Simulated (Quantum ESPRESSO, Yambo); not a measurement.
# A GW chain in Yambo: SiC (P6_3mc), part 2 of 3

Aim: the G0W0 gap of SiC (P6_3mc) on PBE, step by step.

Quantum ESPRESSO 7.5 and Yambo 5.3.0; PBE and many-body steps on it, plane waves. Known limits of the many-body steps: not at the basis limit; coarse k mesh.

So far. Step 2 (Ground state): The gap is indirect, with the least direct gap 1.10 eV higher.

### Step 3. Bands along the symmetry lines

Level of this step: DFT, PBE, plane waves, norm-conserving pseudopotentials (Quantum ESPRESSO).

Levels along a band path, at the cheap level, show where the edges lie and whether the meshes to come will hold them.

pw.in reads:

```
&control
  calculation = 'bands'
  prefix = 'x'
  outdir = 'o'
  pseudo_dir = 'pseudo'
/
&system
  ibrav = 0
  nat = 12
  ntyp = 2
  ecutwfc = 74.0
  nbnd = 30
  force_symmorphic = .true.
/
&electrons
  conv_thr = 1e-9
  electron_maxstep = 80
  diago_full_acc = .true.
  diago_thr_init = 5e-6
/
ATOMIC_SPECIES
  Si 28.085 Si.upf
  C 12.011 C.upf
CELL_PARAMETERS angstrom
  3.0766210102 -0.0000000000 0.0000000000
  -1.5383105051 2.6644319527 0.0000000000
  0.0000000000 0.0000000000 15.0980843200
ATOMIC_POSITIONS crystal
  Si 0.3333333333 0.6666666667 0.8329861500
  Si 0.6666666667 0.3333333333 0.3329861500
  Si 0.6666666667 0.3333333333 0.6665006000
  Si 0.3333333333 0.6666666667 0.1665006000
  Si 0.0000000000 0.0000000000 0.4997294200
  Si 0.0000000000 0.0000000000 0.9997294200
  C 0.0000000000 0.0000000000 0.8743664100
  C 0.0000000000 0.0000000000 0.3743664100
  C 0.3333333333 0.6666666667 0.7079967800
  C 0.6666666667 0.3333333333 0.2079967800
  C 0.6666666667 0.3333333333 0.5415216400
  C 0.3333333333 0.6666666667 0.0415216400
K_POINTS crystal
  75
  0.00000000 0.00000000 0.00000000 1
  0.06250000 0.00000000 0.00000000 1
  0.12500000 0.00000000 0.00000000 1
  0.18750000 0.00000000 0.00000000 1
  0.25000000 0.00000000 0.00000000 1
  0.31250000 0.00000000 0.00000000 1
  0.37500000 0.00000000 0.00000000 1
  0.43750000 0.00000000 0.00000000 1
  0.50000000 0.00000000 0.00000000 1
  0.47916667 0.04166667 0.00000000 1
  0.45833333 0.08333333 0.00000000 1
  0.43750000 0.12500000 0.00000000 1
  0.41666666 0.16666666 0.00000000 1
  0.39583333 0.20833333 0.00000000 1
  0.37500000 0.25000000 0.00000000 1
  0.35416666 0.29166666 0.00000000 1
  0.33333333 0.33333333 0.00000000 1
  0.29166666 0.29166666 0.00000000 1
  0.25000000 0.25000000 0.00000000 1
  0.20833333 0.20833333 0.00000000 1
  0.16666666 0.16666666 0.00000000 1
  0.12500000 0.12500000 0.00000000 1
  0.08333333 0.08333333 0.00000000 1
  0.04166667 0.04166667 0.00000000 1
  0.00000000 0.00000000 0.00000000 1
  0.00000000 0.00000000 0.06250000 1
  0.00000000 0.00000000 0.12500000 1
  0.00000000 0.00000000 0.18750000 1
  0.00000000 0.00000000 0.25000000 1
  0.00000000 0.00000000 0.31250000 1
  0.00000000 0.00000000 0.37500000 1
  0.00000000 0.00000000 0.43750000 1
  0.00000000 0.00000000 0.50000000 1
  0.06250000 0.00000000 0.50000000 1
  0.12500000 0.00000000 0.50000000 1
  0.18750000 0.00000000 0.50000000 1
  0.25000000 0.00000000 0.50000000 1
  0.31250000 0.00000000 0.50000000 1
  0.37500000 0.00000000 0.50000000 1
  0.43750000 0.00000000 0.50000000 1
  0.50000000 0.00000000 0.50000000 1
  0.47916667 0.04166667 0.50000000 1
  0.45833333 0.08333333 0.50000000 1
  0.43750000 0.12500000 0.50000000 1
  0.41666666 0.16666666 0.50000000 1
  0.39583333 0.20833333 0.50000000 1
  0.37500000 0.25000000 0.50000000 1
  0.35416666 0.29166666 0.50000000 1
  0.33333333 0.33333333 0.50000000 1
  0.29166666 0.29166666 0.50000000 1
  0.25000000 0.25000000 0.50000000 1
  0.20833333 0.20833333 0.50000000 1
  0.16666666 0.16666666 0.50000000 1
  0.12500000 0.12500000 0.50000000 1
  0.08333333 0.08333333 0.50000000 1
  0.04166667 0.04166667 0.50000000 1
  0.00000000 0.00000000 0.50000000 1
  0.50000000 0.00000000 0.50000000 1
  0.50000000 0.00000000 0.43750000 1
  0.50000000 0.00000000 0.37500000 1
  0.50000000 0.00000000 0.31250000 1
  0.50000000 0.00000000 0.25000000 1
  0.50000000 0.00000000 0.18750000 1
  0.50000000 0.00000000 0.12500000 1
  0.50000000 0.00000000 0.06250000 1
  0.50000000 0.00000000 0.00000000 1
  0.33333333 0.33333333 0.50000000 1
  0.33333333 0.33333333 0.43750000 1
  0.33333333 0.33333333 0.37500000 1
  0.33333333 0.33333333 0.31250000 1
  0.33333333 0.33333333 0.25000000 1
  0.33333333 0.33333333 0.18750000 1
  0.33333333 0.33333333 0.12500000 1
  0.33333333 0.33333333 0.06250000 1
  0.33333333 0.33333333 0.00000000 1
```

Launch:

```
$ OMP_NUM_THREADS=1 mpirun -n 4 pw.x -nk 4 -in pw.in > pw.out
```

The log of the run:

```text
[banner, memory and clock lines left out]
Program PWSCF v.7.5 starts

     Atomic positions and unit cell read from directory:
     o/x.save/

     Message from routine setup:
     using ibrav=0 with symmetry is DISCOURAGED, use correct ibrav instead

     G-vector sticks info

     bravais-lattice index     =            0
     lattice parameter (alat)  =       5.8140  a.u.
     unit-cell volume          =     835.2127 (a.u.)^3
     number of atoms/cell      =           12
     number of atomic types    =            2
     number of electrons       =        48.00
     number of Kohn-Sham states=           30
     kinetic-energy cutoff     =      74.0000  Ry
     charge density cutoff     =     296.0000  Ry
     Exchange-correlation= PBE
                           (   1   4   3   4   0   0   0)

     celldm(1)=   5.813971  celldm(2)=   0.000000  celldm(3)=   0.000000
     celldm(4)=   0.000000  celldm(5)=   0.000000  celldm(6)=   0.000000

     crystal axes: (cart. coord. in units of alat)
               a(1) = (   1.000000  -0.000000   0.000000 )
               a(2) = (  -0.500000   0.866025   0.000000 )
               a(3) = (   0.000000   0.000000   4.907359 )

     reciprocal axes: (cart. coord. in units 2 pi/alat)
               b(1) = (  1.000000  0.577350 -0.000000 )
               b(2) = (  0.000000  1.154701 -0.000000 )
               b(3) = ( -0.000000 -0.000000  0.203776 )
     Pseudo is Norm-conserving + core correction, Zval =  4.0
     Generated using ONCVPSP code by D. R. Hamann
     Using radial grid of 1510 points,  6 beta functions with:
     Pseudo is Norm-conserving + core correction, Zval =  4.0
     Generated using ONCVPSP code by D. R. Hamann
     Using radial grid of 1248 points,  4 beta functions with:
     Si                4.00    28.08500     Si( 1.00)
     C                 4.00    12.01100     C ( 1.00)

      6 Sym. Ops. (no inversion) found

   Cartesian axes

     site n.     atom                  positions (alat units)
         1        Si     tau(   1) = (  -0.0000000   0.5773503   4.0877622  )
         2        Si     tau(   2) = (   0.5000000   0.2886751   1.6340826  )
         3        Si     tau(   3) = (   0.5000000   0.2886751   3.2707578  )
         4        Si     tau(   4) = (  -0.0000000   0.5773503   0.8170782  )
         5        Si     tau(   5) = (   0.0000000   0.0000000   2.4523518  )
         6        Si     tau(   6) = (   0.0000000   0.0000000   4.9060313  )
         7        C      tau(   7) = (   0.0000000   0.0000000   4.2908300  )
         8        C      tau(   8) = (   0.0000000   0.0000000   1.8371504  )
         9        C      tau(   9) = (  -0.0000000   0.5773503   3.4743945  )
        10        C      tau(  10) = (   0.5000000   0.2886751   1.0207149  )
        11        C      tau(  11) = (   0.5000000   0.2886751   2.6574412  )
        12        C      tau(  12) = (  -0.0000000   0.5773503   0.2037616  )

     number of k points=    75
                       cart. coord. in units 2pi/alat
        k(    1) = (   0.0000000   0.0000000   0.0000000), wk =   0.0266667
        k(    2) = (   0.0625000   0.0360844   0.0000000), wk =   0.0266667
        k(    3) = (   0.1250000   0.0721688   0.0000000), wk =   0.0266667
[...]
[... 63 further rows ...]
        k(   74) = (   0.3333333   0.5773503   0.0127360), wk =   0.0266667
        k(   75) = (   0.3333333   0.5773503   0.0000000), wk =   0.0266667

     Dense  grid:    71833 G-vectors     FFT dimensions: (  32,  32, 160)

     The potential is recalculated from file :
     o/x.save/charge-density

     Starting wfcs are   48 randomized atomic wfcs

     Band Structure Calculation

     End of band structure calculation

          k = 0.0000 0.0000 0.0000 (  8941 PWs)   bands (ev):

    -5.9044  -5.3824  -5.3456  -3.8489  -3.8192  -2.3274   0.9710   3.3230
     3.3625   7.1497   7.1775   8.4354   8.4354   8.6224   8.6224   8.7319
     8.7319   9.2006   9.2006   9.2818   9.2818   9.5475   9.5842   9.5842
    14.7869  14.9569  15.3681  15.8793  15.9144  16.2796

          k = 0.0625 0.0361 0.0000 (  8891 PWs)   bands (ev):

[...]
15.0145  15.1903  15.5170  16.0004  16.0489  16.2753

          k = 0.1250 0.0722 0.0000 (  8906 PWs)   bands (ev):

[...]
14.8469  15.1829  15.2529  15.8733  16.1124  16.2845

[...]
k = 0.3333 0.5774 0.0127 (  9057 PWs)   bands (ev):

[...]
13.0808  13.0808  13.3737  14.6515  15.7441  15.7441

          k = 0.3333 0.5774 0.0000 (  9054 PWs)   bands (ev):

[...]
2.1329   2.4641   2.7966   2.7966   3.5555   3.5556   3.8955   4.8062
     5.0085   5.0085   6.2131   6.2131   6.4202   7.3633   7.5070   7.5070
    13.0746  13.0746  13.3633  14.6688  15.8028  15.8028

     XML data file, pseudopotentials, collected wavefunctions
```

The job ended after 42 s (4 MPI ranks of Arm Neoverse V1, shared host; peak memory 0.41 GiB; 2.8 min of CPU time).

This step gave:

| Item | Value |
| --- | --- |
| gap | 2.022 eV |
| k of the valence top | 0, 0, 0 |
| k of the conduction bottom | 0.5, 0, 0.1875 |
| least direct gap | 3.130 eV |

The gap is 2.022 eV, −0.004 eV from the run before at this level.

Electronic bands along the path, in eV, zero at the top of the highest filled band:

```csv
point,band 21,band 22,band 23,band 24,band 25,band 26,band 27,band 28
Γ,-0.30,-0.04,0.00,0.00,5.20,5.37,5.78,6.30
M,-1.82,-1.79,-1.67,-1.10,2.03,2.22,3.22,3.90
K,-3.16,-2.22,-2.08,-2.08,3.49,3.49,3.78,5.08
Γ,-0.30,-0.04,0.00,0.00,5.20,5.37,5.78,6.29
A,-0.10,-0.10,-0.10,-0.10,5.27,5.27,6.02,6.02
L,-1.72,-1.72,-1.31,-1.31,2.07,2.07,3.44,3.44
H,-2.64,-2.64,-2.27,-2.27,3.68,3.68,4.35,4.35
A,-0.10,-0.10,-0.10,-0.10,5.27,5.27,6.02,6.02
jump to L,-1.72,-1.72,-1.31,-1.31,2.07,2.07,3.44,3.44
M,-1.82,-1.79,-1.67,-1.10,2.03,2.22,3.22,3.90
jump to H,-2.64,-2.64,-2.27,-2.27,3.68,3.68,4.35,4.35
K,-3.16,-2.22,-2.08,-2.08,3.49,3.49,3.78,5.08
```

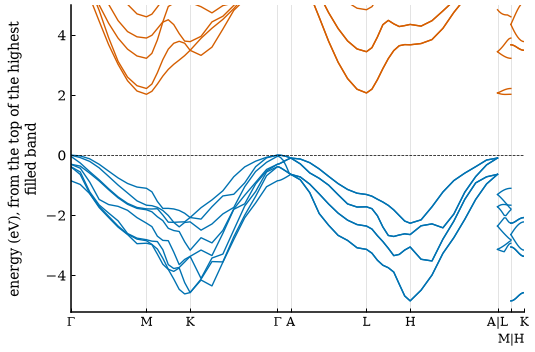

Electronic bands along the path; lines of filled and empty bands in two colours.

### Step 4. Empty states on the mesh, 6×6×1 mesh, 540 bands

The sums over transitions need many empty states on a uniform mesh; this step solves for them.

pw.in reads:

```
&control
  calculation = 'nscf'
  prefix = 'x'
  outdir = 'o'
  pseudo_dir = 'pseudo'
/
&system
  ibrav = 0
  nat = 12
  ntyp = 2
  ecutwfc = 74.0
  nbnd = 540
  force_symmorphic = .true.
/
&electrons
  conv_thr = 1e-9
  electron_maxstep = 80
  diago_full_acc = .true.
  diago_thr_init = 5e-6
/
ATOMIC_SPECIES
  Si 28.085 Si.upf
  C 12.011 C.upf
CELL_PARAMETERS angstrom
  3.0766210102 -0.0000000000 0.0000000000
  -1.5383105051 2.6644319527 0.0000000000
  0.0000000000 0.0000000000 15.0980843200
ATOMIC_POSITIONS crystal
  Si 0.3333333333 0.6666666667 0.8329861500
  Si 0.6666666667 0.3333333333 0.3329861500
  Si 0.6666666667 0.3333333333 0.6665006000
  Si 0.3333333333 0.6666666667 0.1665006000
  Si 0.0000000000 0.0000000000 0.4997294200
  Si 0.0000000000 0.0000000000 0.9997294200
  C 0.0000000000 0.0000000000 0.8743664100
  C 0.0000000000 0.0000000000 0.3743664100
  C 0.3333333333 0.6666666667 0.7079967800
  C 0.6666666667 0.3333333333 0.2079967800
  C 0.6666666667 0.3333333333 0.5415216400
  C 0.3333333333 0.6666666667 0.0415216400
K_POINTS automatic
  6 6 1 0 0 0
```

The log of the run:

```text
[banner, memory and clock lines left out]
Program PWSCF v.7.5 starts

     Atomic positions and unit cell read from directory:
     o/x.save/

     Message from routine setup:
     using ibrav=0 with symmetry is DISCOURAGED, use correct ibrav instead

     G-vector sticks info

     bravais-lattice index     =            0
     lattice parameter (alat)  =       5.8140  a.u.
     unit-cell volume          =     835.2127 (a.u.)^3
     number of atoms/cell      =           12
     number of atomic types    =            2
     number of electrons       =        48.00
     number of Kohn-Sham states=          540
     kinetic-energy cutoff     =      74.0000  Ry
     charge density cutoff     =     296.0000  Ry
     Exchange-correlation= PBE
                           (   1   4   3   4   0   0   0)

     celldm(1)=   5.813971  celldm(2)=   0.000000  celldm(3)=   0.000000
     celldm(4)=   0.000000  celldm(5)=   0.000000  celldm(6)=   0.000000

     crystal axes: (cart. coord. in units of alat)
               a(1) = (   1.000000  -0.000000   0.000000 )
               a(2) = (  -0.500000   0.866025   0.000000 )
               a(3) = (   0.000000   0.000000   4.907359 )

     reciprocal axes: (cart. coord. in units 2 pi/alat)
               b(1) = (  1.000000  0.577350 -0.000000 )
               b(2) = (  0.000000  1.154701 -0.000000 )
               b(3) = ( -0.000000 -0.000000  0.203776 )
     Pseudo is Norm-conserving + core correction, Zval =  4.0
     Generated using ONCVPSP code by D. R. Hamann
     Using radial grid of 1510 points,  6 beta functions with:
     Pseudo is Norm-conserving + core correction, Zval =  4.0
     Generated using ONCVPSP code by D. R. Hamann
     Using radial grid of 1248 points,  4 beta functions with:
     Si                4.00    28.08500     Si( 1.00)
     C                 4.00    12.01100     C ( 1.00)

      6 Sym. Ops. (no inversion) found

   Cartesian axes

     site n.     atom                  positions (alat units)
         1        Si     tau(   1) = (  -0.0000000   0.5773503   4.0877622  )
         2        Si     tau(   2) = (   0.5000000   0.2886751   1.6340826  )
         3        Si     tau(   3) = (   0.5000000   0.2886751   3.2707578  )
         4        Si     tau(   4) = (  -0.0000000   0.5773503   0.8170782  )
         5        Si     tau(   5) = (   0.0000000   0.0000000   2.4523518  )
         6        Si     tau(   6) = (   0.0000000   0.0000000   4.9060313  )
         7        C      tau(   7) = (   0.0000000   0.0000000   4.2908300  )
         8        C      tau(   8) = (   0.0000000   0.0000000   1.8371504  )
         9        C      tau(   9) = (  -0.0000000   0.5773503   3.4743945  )
        10        C      tau(  10) = (   0.5000000   0.2886751   1.0207149  )
        11        C      tau(  11) = (   0.5000000   0.2886751   2.6574412  )
        12        C      tau(  12) = (  -0.0000000   0.5773503   0.2037616  )

     number of k points=     7
                       cart. coord. in units 2pi/alat
        k(    1) = (   0.0000000   0.0000000   0.0000000), wk =   0.0555556
        k(    2) = (   0.0000000   0.1924501   0.0000000), wk =   0.3333333
        k(    3) = (   0.0000000   0.3849002   0.0000000), wk =   0.3333333
        k(    4) = (   0.0000000  -0.5773503   0.0000000), wk =   0.1666667
        k(    5) = (   0.1666667   0.2886751   0.0000000), wk =   0.3333333
        k(    6) = (   0.1666667   0.4811252   0.0000000), wk =   0.6666667
        k(    7) = (   0.3333333   0.5773503   0.0000000), wk =   0.1111111

     Dense  grid:    71833 G-vectors     FFT dimensions: (  32,  32, 160)

     The potential is recalculated from file :
     o/x.save/charge-density

     Starting wfcs are   48 randomized atomic wfcs +  492 random wfcs

     Band Structure Calculation

     End of band structure calculation

          k = 0.0000 0.0000 0.0000 (  8941 PWs)   bands (ev):

    -5.9044  -5.3824  -5.3456  -3.8489  -3.8192  -2.3274   0.9710   3.3230
     3.3625   7.1497   7.1775   8.4354   8.4354   8.6224   8.6224   8.7319
     8.7319   9.2006   9.2006   9.2818   9.2818   9.5475   9.5842   9.5842
[...]
[... 56 further rows ...]
[...]
146.4545 146.8095 147.5572 147.5572

          k = 0.0000 0.1925 0.0000 (  8928 PWs)   bands (ev):

[...]
[... 56 further rows ...]
[...]
146.4039 146.5294 146.6434 146.8592

          k = 0.0000 0.3849 0.0000 (  8976 PWs)   bands (ev):

[...]
32.3197  32.3797  33.0699  33.2579  33.4779  33.7163  33.7714  34.1070
     [... 56 further rows ...]
   144.0309 144.2933 144.4252 144.7993 145.0146 145.0799 145.2774 145.3429
   145.7397 145.7744 146.0091 146.0971

          k = 0.0000-0.5774 0.0000 (  9006 PWs)   bands (ev):

     [... further k-points ...]

     highest occupied, lowest unoccupied level (ev):     9.5842   11.6109

     XML data file, pseudopotentials, collected wavefunctions
```

The job ended after 3.2 min (4 MPI ranks; peak memory 2 GiB).

This step gave:

* gap: 2.027 eV
* k of the valence top: 0, 0, 0
* k of the conduction bottom: 0, -0.5, 0
* least direct gap: 3.130 eV
* k points computed: 7
* lowest point of the top converged band, above the valence top: 133.5747 eV

On this mesh the gap is 2.027 eV.

[end of part 2 of 3]

[Paths, hosts, dates, memory and timing lines, banners, echoed tables and standing remarks are left out of the program output.]

[Logs are printed without paths, hosts, clocks, repeated set-up lines and the standing remarks that a program may print on its own settings, such as how far it seeks lower states.]

[Runs of the session that timed out or met a known fault of the program may be left out.]

[Hosts, paths, dates, database ids (printed as entryN), source tags and the programs' standing remarks are cut or masked in the printed files.]
